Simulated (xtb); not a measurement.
# Molecular dynamics of GaBHOF (charge +1) (part 5 of 5)

The same run, continued: GaBHOF, charge +1, multiplicity 2; GFN2-xTB (xtb 6.7.1). The geometry is that of the parent species in another charge or spin state. The geometry comes from this level: RDKit embedding + MMFF94.

Geometry of the input (Å):
```
F  -2.2422  -0.6900  -0.0105
B  -1.0022  0.0192  -0.2883
O  -0.2434  1.2193  0.0940
Ga 1.1454  -0.2029  -0.1721
H  2.3424  -0.3456  0.7336
```

**Trajectory as extended XYZ, continued**
```
5
Properties=species:S:1:pos:R:3 step=16 time_fs=64.0 energy=-309.71272
F    -2.6292   -0.3858    0.1213
B    -1.4623   -0.0188   -0.0744
O    -0.3022    0.2589   -0.2771
Ga    1.9516    0.7437   -0.4645
H     1.7807   -0.6342    0.9870
5
Properties=species:S:1:pos:R:3 step=18 time_fs=72.0 energy=-309.71226
F    -2.6254   -0.3918    0.1369
B    -1.4534   -0.0244   -0.0947
O    -0.3134    0.2782   -0.2924
Ga    1.9527    0.7419   -0.4620
H     1.7629   -0.6366    0.9865
5
Properties=species:S:1:pos:R:3 step=19 time_fs=76.0 energy=-309.71490
F    -2.6271   -0.3949    0.1451
B    -1.4587   -0.0311   -0.1045
O    -0.3068    0.2914   -0.3011
Ga    1.9526    0.7408   -0.4608
H     1.7605   -0.6379    0.9871
5
Properties=species:S:1:pos:R:3 step=21 time_fs=84.0 energy=-309.70457
F    -2.6292   -0.4001    0.1596
B    -1.4472   -0.0370   -0.1267
O    -0.3073    0.3125   -0.3153
Ga    1.9511    0.7385   -0.4582
H     1.7685   -0.6408    0.9905
5
Properties=species:S:1:pos:R:3 step=22 time_fs=88.0 energy=-309.70758
F    -2.6219   -0.4000    0.1638
B    -1.4474   -0.0399   -0.1339
O    -0.3124    0.3201   -0.3216
Ga    1.9497    0.7372   -0.4570
H     1.7787   -0.6422    0.9931
5
Properties=species:S:1:pos:R:3 step=24 time_fs=96.0 energy=-309.70643
F    -2.5999   -0.3979    0.1671
B    -1.4539   -0.0408   -0.1401
O    -0.3244    0.3303   -0.3343
Ga    1.9457    0.7346   -0.4543
H     1.8103   -0.6446    0.9996
```

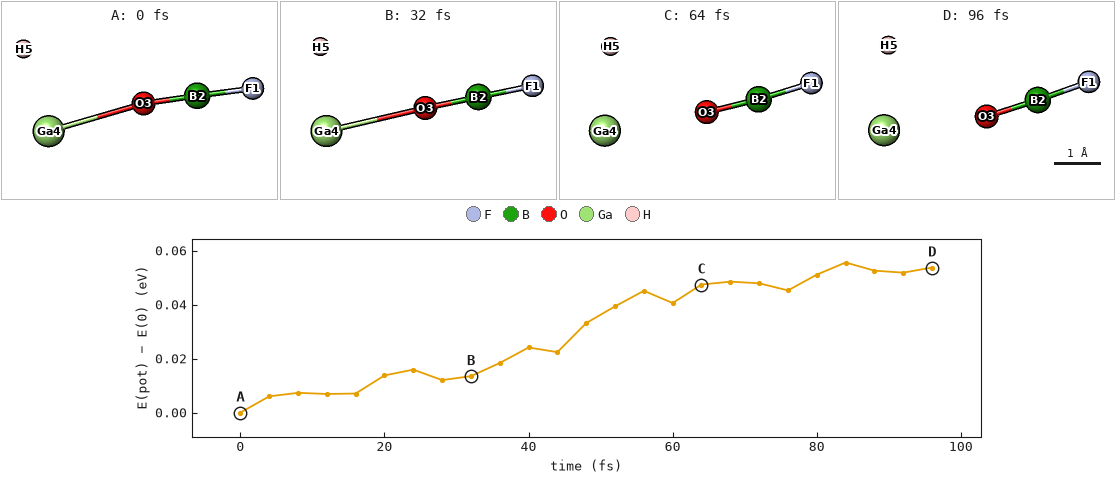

Fig. 1: Frames of the molecular dynamics (ball-and-stick, seen at a tilt) above the curves, on which the letters mark them. The trajectory kept here has 25 frames over 96 fs. The potential energy ends 0.054 eV above its first value. After an unweighted best fit of the last frame on the first, the root-mean-square displacement is 0.28 Å.

**Summary**

- outcome: finished
- trajectory: 25 frames kept, 96 fs
- electrons treated: 19
- potential energy (a single point apart from the frames shown): −11.383475 hartree
- dispersion energy (a single point apart from the frames shown): −0.002028 hartree
- basis functions (a single point apart from the frames shown): 23
- peak memory: 0.081 GiB

**Notes**

Settings chosen away from the usual ones: method = gfn2-xtb; task = omd; x = {"md_temperature": 100, "md_time": 0.1, "time_step": 2, "md_dump": 4, "hydrogen_mass": 4, "shake": 1, "max_displacement": 0.3, "exact_rf": 1}; partner = cation. So short a trajectory is not equilibrated.
